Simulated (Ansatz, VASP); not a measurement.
# Ge (Ge(110)) in two plane-wave programs, part 2 of 2

Wanted: the spread between two codes on one cell, functional and k mesh.  Valence electrons are named where the data sets of a main pair hold unlike numbers.

VASP 6.6.1 and Ansatz 0.2.0.

So far: The structure; VASP: band structure, PBE.

### Step 3. Ansatz: band structure, PBE

Level of this step: Ansatz beside VASP: Kohn-Sham DFT, plane waves, PBE (Ansatz).

Ansatz runs on its default PAW (the set named soft_2) files.

The same cell, functional, mesh and smearing now go to Ansatz, which takes its cutoff from its data sets.

Input file input.yaml:

```yaml
crystal:
  lattice:
    - [4.1343608022, 0.0, 0.0]
    - [0.0, 5.8468691182, 0.0]
    - [0.0, 0.0, 32.2700078924]
  atoms:
    - { symbol: Ge, position: [0.75, 0.3832041304, 0.7518328783] }
    - { symbol: Ge, position: [0.25, 0.6167958696, 0.7518328783] }
    - { symbol: Ge, position: [0.25, 0.8747161448, 0.6898259971] }
    - { symbol: Ge, position: [0.75, 0.1252838552, 0.6898259971] }
    - { symbol: Ge, position: [0.75, 0.3758144267, 0.6261682695] }
    - { symbol: Ge, position: [0.25, 0.6241855733, 0.6261682695] }
    - { symbol: Ge, position: [0.25, 0.8757020557, 0.5628595957] }
    - { symbol: Ge, position: [0.75, 0.1242979443, 0.5628595957] }
    - { symbol: Ge, position: [0.75, 0.3763669023, 0.5] }
    - { symbol: Ge, position: [0.25, 0.6236330977, 0.5] }
    - { symbol: Ge, position: [0.25, 0.8757020557, 0.4371404043] }
    - { symbol: Ge, position: [0.75, 0.1242979443, 0.4371404043] }
    - { symbol: Ge, position: [0.75, 0.3758144267, 0.3738317305] }
    - { symbol: Ge, position: [0.25, 0.6241855733, 0.3738317305] }
    - { symbol: Ge, position: [0.25, 0.8747161448, 0.3101740029] }
    - { symbol: Ge, position: [0.75, 0.1252838552, 0.3101740029] }
    - { symbol: Ge, position: [0.75, 0.3832041304, 0.2481671217] }
    - { symbol: Ge, position: [0.25, 0.6167958696, 0.2481671217] }
hamiltonian:
  xc: pbe
  pseudopotentials: { kind: paw }
kpoints:
  mp_grid: { grid: [6, 4, 1] }
  band_path:
    path:
      - [0.0, 0.0, 0.0]
      - [0.07692, 0.0, 0.0]
      - [0.15385, 0.0, 0.0]
      - [0.26923, 0.0, 0.0]
      - [0.34615, 0.0, 0.0]
      - [0.42308, 0.0, 0.0]
      - [0.5, 0.0, 0.0]
      - [0.5, 0.07692, 0.0]
      - [0.5, 0.19231, 0.0]
      - [0.5, 0.26923, 0.0]
      - [0.5, 0.34615, 0.0]
      - [0.5, 0.46154, 0.0]
      - [0.5, 0.5, 0.0]
      - [0.42308, 0.5, 0.0]
      - [0.30769, 0.5, 0.0]
      - [0.23077, 0.5, 0.0]
      - [0.11538, 0.5, 0.0]
      - [0.03846, 0.5, 0.0]
      - [0.0, 0.5, 0.0]
      - [0.0, 0.38462, 0.0]
      - [0.0, 0.30769, 0.0]
      - [0.0, 0.23077, 0.0]
      - [0.0, 0.11538, 0.0]
      - [0.0, 0.03846, 0.0]
      - [0.03846, 0.03846, 0.0]
      - [0.11538, 0.11538, 0.0]
      - [0.19231, 0.19231, 0.0]
      - [0.30769, 0.30769, 0.0]
      - [0.38462, 0.38462, 0.0]
      - [0.5, 0.5, 0.0]
    npoints: 1
scf:
  occupations: { method: gaussian, width: 0.03 }
  n_extra_bands: 15
efield:
  axis: 3
  dipole_correction: true
  ramp_width: 0.04
output:
  forces: true
  eigenvalues: true
```

The run is started by

```bash
ansatz run input.yaml --threads 8 --pin off --max-ram 18432MiB --backend cpu --events-out ev --progress --plain --runs-dir out
```

Numbers of over 12 decimals in the logs are rounded to 6 here.

What it wrote:

```text
scf.n_extra_bands = 15 over 126 filled bands (N_el = 252.0): the run solves 141 bands
Engine: ansatz 0.2.0, aarch64-unknown-linux-gnu
Pseudopotentials: kind: paw
Pseudopotential: Ge, paw, valence charge 14, recommended cutoff 420 eV (normal), Ge.paw.azcp
Functional definition: PBE
  parameter kappa = 0.804
  parameter beta = 0.066725
  exchange = pbe_x(kappa = kappa, mu = beta*pi^2/3)
  correlation = pbe_c(beta = beta)
Crystal: 18 atoms, lattice volume = 780.065 Å³
Basis set: ecut = 420 eV, 15125 PW (Γ), exchange–correlation on 60×80×432 points (8 copies of the dense FFT grid, shifted against one another)
Bands: 141, of which v1, the nominal top of the filled ones, is band 126 counted from 1 (125 counted from 0)
Symmetry: 4 space group operations
k-points: 12 of 24
Non-local potential: Ge, projectors of the file, l = 0: 2, l = 1: 2, l = 2: 3, l = 3: 1
PAW form: soft (Blöchl's): semilocal exchange-correlation on the pseudo side does not see the compensation charge
PAW one-centre angular grid: Ge, 590 points (default); XC on 64 Gauss nodes
Initial density: superposition of atomic densities (neutral atoms: chi_scale 0, normalization atom), corrected by the library's trained network
Initial wavefunctions: pseudopotential atomic-orbital guess
Functional: x = pbe(κ = 0.804, μ = 0.219515), c = pbe(β = 0.066725)
SCF iter   1: F=—  HF=-77305.961399 eV  |F-HF|=—  |Δ(HF+E_count)|=         —  Δρ=2.06e-3  dr2=5.44e-2  ethr=1.77e-3  p=0.000 e·Å  D=1.57e-13 V/Å  ΔV_dip=-0.00 eV  dr2_dipole=7.12e-7  V_vac-E_F(+/−)=4.64/4.64 eV  ⟨swp⟩=6.2  Hψ=5849  notcnv=0  defer=40
efield: sawtooth ramp at fractional position 0.9800 (placed from the atoms, in the widest stretch of the axis that holds none; the zero of the levels goes with the place), width 0.0400; the density the first Hamiltonian is built on has a dipole p = 0.000 e·Å; the dipole correction subtracts the counter field D = 1.57e-13 V/Å, which shifts the + side's vacuum level by -0.00 eV against the − side's; the planar-averaged density in the ramp window peaks in size at 2.8e-5 e/Å³
preconditioner: auto → LDOS  [metal: Δε(μ)=0.020 eV  Ē_g=20.998 eV  σ=0.030 eV  W_gap=0.36  n_scr=164 (ndim 8)  ℏωp=21.1 eV  f_vac=0.423  D(μ)=12.52/eV (n_scr^D=56)  β→1.0]
SCF iter   2: F=—  HF=-77305.952765 eV  |F-HF|=—  |Δ(HF+E_count)|=   8.63e-3  Δρ=6.29e-4  dr2=4.98e-3  ethr=2.16e-5  p=-0.000 e·Å  D=-1.50e-6 V/Å  ΔV_dip=0.00 eV  dr2_dipole=1.24e-6  V_vac-E_F(+/−)=4.68/4.68 eV  ⟨swp⟩=2.2  Hψ=2543  notcnv=0  defer=92
SCF iter   3: F=—  HF=-77305.953026 eV  |F-HF|=—  |Δ(HF+E_count)|=   2.60e-4  Δρ=3.53e-4  dr2=1.86e-3  ethr=1.98e-6  p=-0.000 e·Å  D=-1.02e-6 V/Å  ΔV_dip=0.00 eV  dr2_dipole=6.88e-8  V_vac-E_F(+/−)=4.69/4.69 eV  ⟨swp⟩=2.0  Hψ=3177  notcnv=0  defer=92
SCF iter   4: F=—  HF=-77305.952621 eV  |F-HF|=—  |Δ(HF+E_count)|=   4.04e-4  Δρ=9.22e-5  dr2=2.15e-4  ethr=7.38e-7  p=-0.000 e·Å  D=-8.27e-7 V/Å  ΔV_dip=0.00 eV  dr2_dipole=3.10e-10  V_vac-E_F(+/−)=4.69/4.69 eV  ⟨swp⟩=2.0  Hψ=3116  notcnv=0  defer=92
SCF iter   5: F=—  HF=-77305.952628 eV  |F-HF|=—  |Δ(HF+E_count)|=   6.89e-6  Δρ=5.08e-5  dr2=4.74e-5  ethr=8.53e-8  p=-0.000 e·Å  D=-5.33e-7 V/Å  ΔV_dip=0.00 eV  dr2_dipole=2.66e-10  V_vac-E_F(+/−)=4.70/4.70 eV  ⟨swp⟩=2.0  Hψ=3117  notcnv=0  defer=92
SCF iter   6: F=—  HF=-77305.952834 eV  |F-HF|=—  |Δ(HF+E_count)|=   2.05e-4  Δρ=1.07e-5  dr2=5.32e-6  ethr=1.88e-8  p=-0.000 e·Å  D=-2.89e-7 V/Å  ΔV_dip=0.00 eV  dr2_dipole=9.90e-10  V_vac-E_F(+/−)=4.70/4.70 eV  ⟨swp⟩=2.0  Hψ=3118  notcnv=0  defer=92
SCF iter   7: F=—  HF=-77305.952835 eV  |F-HF|=—  |Δ(HF+E_count)|=   9.44e-7  Δρ=5.26e-6  dr2=5.07e-7  ethr=2.11e-9  p=-0.000 e·Å  D=-1.11e-7 V/Å  ΔV_dip=0.00 eV  dr2_dipole=6.09e-11  V_vac-E_F(+/−)=4.70/4.70 eV  ⟨swp⟩=2.0  Hψ=1996  notcnv=0  defer=92
SCF iter   8: F=-77305.952835 eV  HF=-77305.952835 eV  |F-HF|=2.31e-8  |Δ(HF+E_count)|=   7.17e-8  Δρ=2.07e-6  dr2=8.86e-8  ethr=3.97e-11  p=-0.000 e·Å  D=-5.39e-8 V/Å  ΔV_dip=0.00 eV  dr2_dipole=6.17e-11  V_vac-E_F(+/−)=4.70/4.70 eV  ⟨swp⟩=11.8  Hψ=6749  notcnv=0
SCF 1 converged in 8 iterations: F = -77305.952835 eV  dr2 = 8.86e-8
  greatest PAW one-centre occupation: 0.998 electrons in one spin orbital (limit 2), on the Ge atom at site 1 (counted from 0), in its partial waves of l = 2
NSCF: frozen V_eff on 30 k-points
efield: sawtooth ramp at fractional position 0.9800 (kept from the solve that this one continues, or follows in the run), width 0.0400; the density the first Hamiltonian is built on has a dipole p = -0.000 e·Å; the dipole correction subtracts the counter field D = -5.39e-8 V/Å, which shifts the + side's vacuum level by +0.00 eV against the − side's; the planar-averaged density in the ramp window peaks in size at 2.7e-6 e/Å³
SCF converged after 8 iterations
Free energy (F): -77305.952835 eV
Harris-Foulkes:  -77305.952835 eV  (|F-HF|=2.31e-8)
Internal energy: -77305.947040 eV  (E = F + TS)
E sigma→0 (E₀):  -77305.949937 eV
Entropy (-TS):   -0.005795 eV (-0.322 meV/atom)
Fermi energy:    2.121884 eV
Dipole field:    D = 0.000005 V/Å  (p = 0.000023 e·Å, saw-weighted, corrected)
Work function:   Φ+ = 4.7037 eV   Φ− = 4.7039 eV
Levels:          The Fermi level and band energies are counted from a zero that moves with the ramp; work functions are not
--- Per-component energies (eV) ---
  E_band       = -4226.667114
  E_kinetic    = 1984.054210
  E_local      = -287526.569875  (includes V_loc(G=0)·N_el)
  E_nonlocal   = 7513.754304
  E_hartree    = 140274.314335
  E_xc         = -1349.415305
  E_vxc        = -1147.410065  (∫ρ·V_xc dr)
  E_paw        = -36339.200085  (= ΣΔE_a)
  E_vpaw       = -5599.161923  (= ΣTr[D̂ρ^β])
  E_aug_tail   = 0.005240  (compensation charges beyond the density's cutoff)
  E_efield     = 0.000000  (sawtooth field / dipole correction)
  E_vefield    = 0.000000  (∫n·V_field dr)
  E_ewald      = 98137.110136
  E_smearing   = -0.005795  (= −TS)
  E_closure    = 0.000000  (closes the sum)
  Σ components = -77305.952835   (vs F -77305.952835, Δ=0.00e0)
--- Forces (eV/Å), atoms counted from 1 ---
  atom   1  Ge     0.00000000     0.03727445    -0.04714116
  atom   2  Ge     0.00000000    -0.03727445    -0.04714116
  atom   3  Ge     0.00000000     0.02255635     0.01358421
  atom   4  Ge     0.00000000    -0.02255635     0.01358421
  atom   5  Ge     0.00000000     0.00835481     0.02757759
  atom   6  Ge     0.00000000    -0.00835481     0.02757759
  atom   7  Ge     0.00000000     0.01016698     0.01249032
  atom   8  Ge     0.00000000    -0.01016698     0.01249032
  atom   9  Ge     0.00000000     0.01914857     0.00000012
  atom  10  Ge     0.00000000    -0.01914857     0.00000012
  atom  11  Ge     0.00000000     0.01016690    -0.01249038
  atom  12  Ge     0.00000000    -0.01016690    -0.01249038
  atom  13  Ge     0.00000000     0.00835473    -0.02757724
  atom  14  Ge     0.00000000    -0.00835473    -0.02757724
  atom  15  Ge     0.00000000     0.02255628    -0.01358442
  atom  16  Ge     0.00000000    -0.02255628    -0.01358442
  atom  17  Ge     0.00000000     0.03727367     0.04714066
  atom  18  Ge     0.00000000    -0.03727367     0.04714066
  max |Σ_I F_I| component: 6.18e-7 eV/Å
--- Band table (eV; the first three rows and the last of 12) ---
  k-point 0: bands = [... 122 lower, 1.7698, 2.0442, 2.1695, 2.3415, 2.4844, 2.8123, 3.0882, 3.3117, ... 11 higher]
  k-point 1: bands = [... 122 lower, 1.4758, 1.4910, 1.8964, 1.9801, 2.3644, 2.4702, 2.9856, 3.1047, ... 11 higher]
  k-point 2: bands = [... 122 lower, 0.9493, 0.9884, 1.6293, 1.7998, 1.8463, 2.0357, 2.6545, 2.8981, ... 11 higher]
  k-point 11: bands = [... 122 lower, 0.7931, 0.7931, 1.6078, 1.6078, 2.1160, 2.1160, 3.3806, 3.3806, ... 11 higher]
```

The job ended after 90 s (8 threads of Arm Neoverse N1, shared host; peak memory 5.5 GiB).

### Step 4. Comparison

Known differences besides the potentials themselves: the data sets hold 252 valence electrons in Ansatz (on its default PAW (the set named soft_2) files) and 72 in VASP; the cutoff is 420 eV in Ansatz and 320 eV in VASP (PREC = Normal, projectors in real space); VASP leaves aspherical gradient terms in its spheres out (LASPH is not set), Ansatz keeps them. Total energies have different zeros and are not compared.

Compared:

```csv
quantity,Ansatz,VASP,difference
"work function, lower of the two faces (eV)",4.70,4.70,0.00
"work function, higher of the two faces (eV)",4.70,4.70,0.00
```

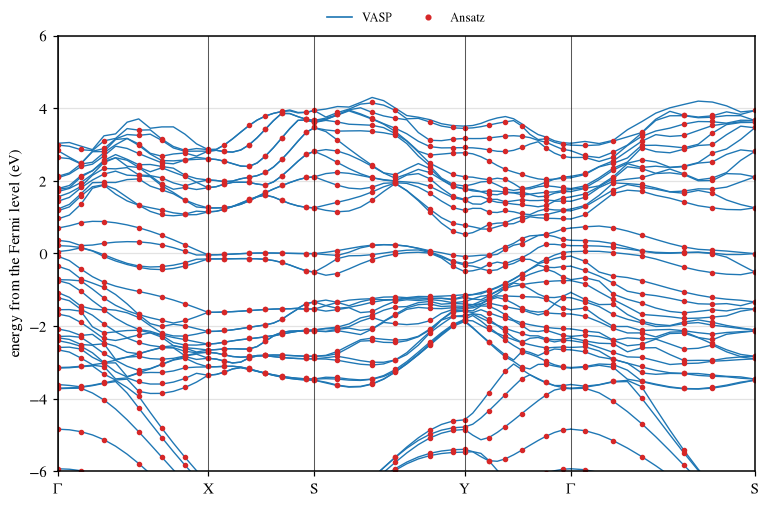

Bands from VASP (lines) and levels from Ansatz (dots). Dots without a line are higher empty bands that the VASP plot leaves out.

At this near-relaxed geometry the largest component of a force difference is 53 meV/Å. Levels from 3 eV below to 2 eV above the Fermi level differ by 7 meV r.m.s. and 22 meV at most; each VASP level is matched to the nearest of Ansatz, which flatters the figure a little. VASP's log warns that it found no field-free region in the vacuum, so its work functions are uncertain. With vacuum in the cell, a pressure given here is an average over mostly empty space and none of the material.

### Step 5. Further runs

Further runs change the set-up of one program: Ansatz's method, potentials or start, or VASP's data sets, cutoff or form of LDA. The table gives Ansatz less VASP for each quantity, since a change that brings one quantity closer may part another.

```csv
run,r.m.s. force difference (meV/Å),"work function, lower of the two faces (eV)","work function, higher of the two faces (eV)"
as above,17,0.0012,0.0014
Ansatz's larger PAW set (cutoff 560 eV),16,0.0012,0.0012
```

### Step 6. Outcome

| Item | Value |
| --- | --- |
| r.m.s. force difference (band structure, PBE) | 17 meV/Å |

**Reading.** The r.m.s. force difference is 17 meV/Å (band structure, PBE), beyond the 12 meV/Å picked in this series as the mark of a large difference. The data sets hold unlike numbers of valence electrons (252 in Ansatz and 72 in VASP), so part of the differences comes from the potentials. For band structure, PBE, no further run moves any of the tabulated differences by more than a quarter of its size. 1 further run of this series is not shown here. Such differences can come from data sets, numerical settings and the points named under the comparisons, not from the functional's error against experiment.

[Lines on the potential files, build, host, timing and source positions are cut from VASP's logs without a mark.]

[Logs are printed without paths, hosts, clocks, repeated set-up lines and the standing remarks that a program may print on its own settings, such as how far it seeks lower states.]

[Hosts, paths, dates, database ids (printed as entryN), source tags and the programs' standing remarks are cut or masked in the printed files.]
